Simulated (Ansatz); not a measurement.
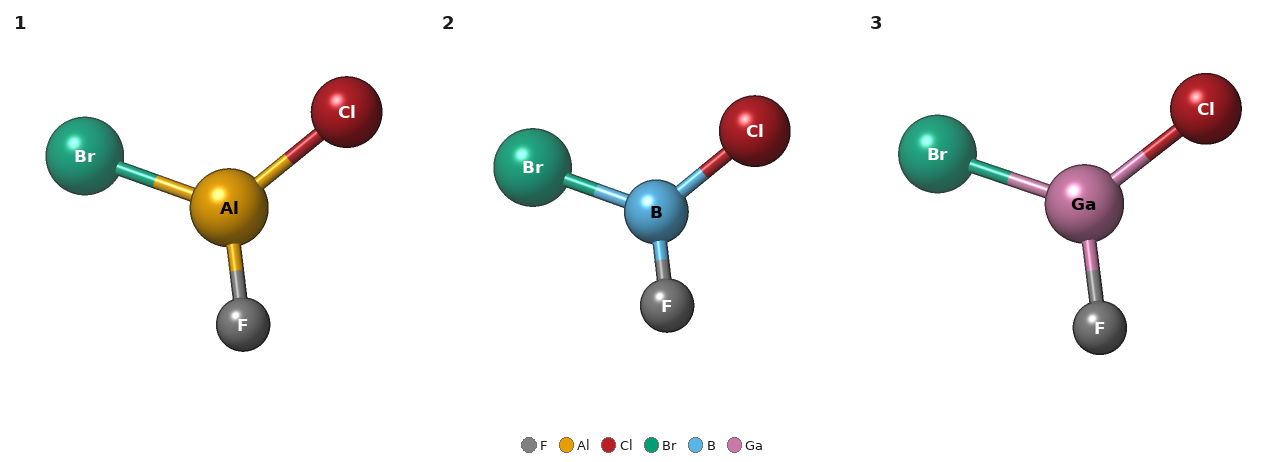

3 molecules with one skeleton, seen from the same side and at one scale. Charge 0, singlet. Computed geometries: PBE0-D4/def2-TZVP optimisations, one conformation each. Properties computed with Ansatz 0.2.0.

One atom differs, called X below: Al in panel 1, B in panel 2, Ga in panel 3. Their formulas are AlBrClF (`[F][Al]([Cl])[Br]`), BBrClF (`FB(Cl)Br`), GaBrClF (`[F][Ga]([Cl])[Br]`).

> Rank them by the HOMO energy (Kohn–Sham orbital), lowest first (r2SCAN-D4/def2-TZVPP).

3 (Ga), 1 (Al), 2 (B).

> Rank them by the HOMO–LUMO gap, lowest first (r2SCAN-D4/def2-TZVPP).

3 (Ga), 2 (B), 1 (Al).

Give the values. With PBE0-D4/def2-TZVP: length of X–Br (Å), length of X–Cl (Å), length of X–F (Å), angle Cl–X–Br (°). With r2SCAN-D4/def2-TZVPP: dipole moment (D), HOMO energy (Kohn–Sham orbital) (eV), HOMO–LUMO gap (eV).

```json
{"quantity": "length of X–Br (Å)", "1 (Al)": "2.220", "2 (B)": "1.903", "3 (Ga)": "2.246"}
{"quantity": "length of X–Cl (Å)", "1 (Al)": "2.066", "2 (B)": "1.737", "3 (Ga)": "2.107"}
{"quantity": "length of X–F (Å)", "1 (Al)": "1.633", "2 (B)": "1.309", "3 (Ga)": "1.735"}
{"quantity": "angle Cl–X–Br (°)", "1 (Al)": "121.8", "2 (B)": "121.6", "3 (Ga)": "123.8"}
{"quantity": "dipole moment (D)", "1 (Al)": "0.52", "2 (B)": "0.26", "3 (Ga)": "0.99"}
{"quantity": "HOMO energy (Kohn–Sham orbital) (eV)", "1 (Al)": "−8.13", "2 (B)": "−7.86", "3 (Ga)": "−8.22"}
{"quantity": "HOMO–LUMO gap (eV)", "1 (Al)": "6.32", "2 (B)": "6.04", "3 (Ga)": "5.46"}
```
